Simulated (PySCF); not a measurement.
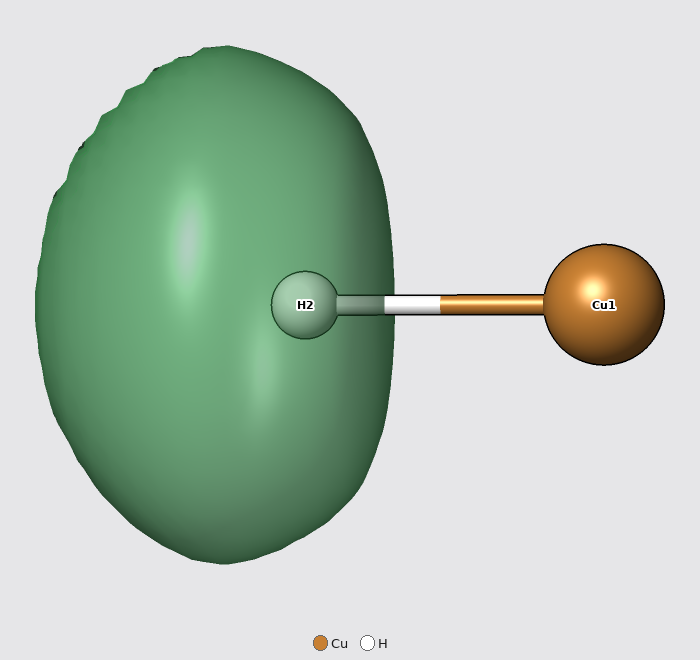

*CuH. Isosurface of the ELF at 0.75 (green), seen from one side. Core shells and regions of very low density are left out.*

Level of theory: PBE0/cc-pVDZ(-PP), non-relativistic Hamiltonian with scalar-relativistic core potentials where named, at a bond length of 1.464 Å in PySCF 2.14.0.

```json
{"atom": "Cu", "x (Å)": "0.0000", "y (Å)": "0.0000", "z (Å)": "-0.0231"}
{"atom": "H", "x (Å)": "0.0000", "y (Å)": "0.0000", "z (Å)": "1.4409"}
```

**Identify the bonds, lone pairs and shells in this picture.**

The surface consists of one region around a hydrogen nucleus. Along the contacts the grid gives the following. Cu–H (1.46 Å): the ELF climbs to about 1 towards the hydrogen.
